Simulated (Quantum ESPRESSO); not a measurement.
## Convergence study of the SCF threshold for W (Im-3m, 1 atom in the cell)

```xyz
1
Lattice="-1.5721 1.5721 1.5721 1.5721 -1.5721 1.5721 1.5721 1.5721 -1.5721" Properties=species:S:1:pos:R:3 pbc="T T T"
W      0.0000     0.0000     0.0000
```

Method: PBE, SSSP 1.1.2 efficiency (PBE) pseudopotentials (plane waves; Quantum ESPRESSO).

Base settings: ecutwfc = 40 Ry; ecutrho = 320 Ry; occupations = smearing; smearing = fd; degauss = 0.0073499 Ry; potentials = {W: W_pbe_v1.2.uspp.F.UPF}; K_POINTS = automatic 15 15 15 0 0 0; conv_thr = 1e-11 Ry.

The mesh stays at the base's, so the ladder's end is converged at best in this setting alone.

Only quantities that move along the ladder and can be compared are tabulated.

The count of work is k-points × plane waves × bands × iterations; it is no time. 

The starting cell has typed, rounded lattice constants, without a prior relaxation at this level. Its lattice was rescaled by up to half a per cent. Spin polarisation is off. In the base run, with a pressure of about 9 GPa the cell is away from its equilibrium volume at this level.

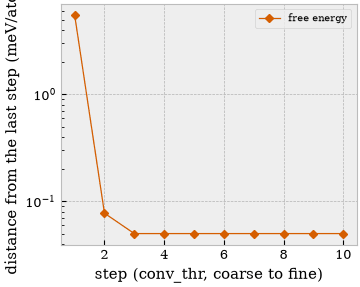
Figure. Distance from the last step along the ladder; very small values are drawn at a floor.

| conv_thr | free energy less the last step's (meV/atom) | count of work / last |
|---|---|---|
| 0.0073 Ry | 5.55 | 0.20 |
| 0.00073 Ry | 0.08 | 0.30 |
| 7.3e-05 Ry | 0.01 | 0.40 |
| 7.3e-06 Ry | 0.01 | 0.40 |
| 7.3e-07 Ry | 0.01 | 0.40 |
| 7.3e-08 Ry | 0.00 | 0.50 |
| 7.3e-09 Ry | 0.00 | 0.60 |
| 7.3e-10 Ry | 0.00 | 0.70 |
| 1e-11 Ry | 0.00 | 0.80 |
| 7.3e-12 Ry | 0.00 | 0.80 |
| 7.3e-14 Ry | 0.00 | 1.0 |

Coarsest conv_thr that holds the free energy within 5 meV/atom of the last step, with all finer ones: 0.00073 Ry, at 0.30 of the last step's count of work; the step before is off by 5.6 meV/atom.
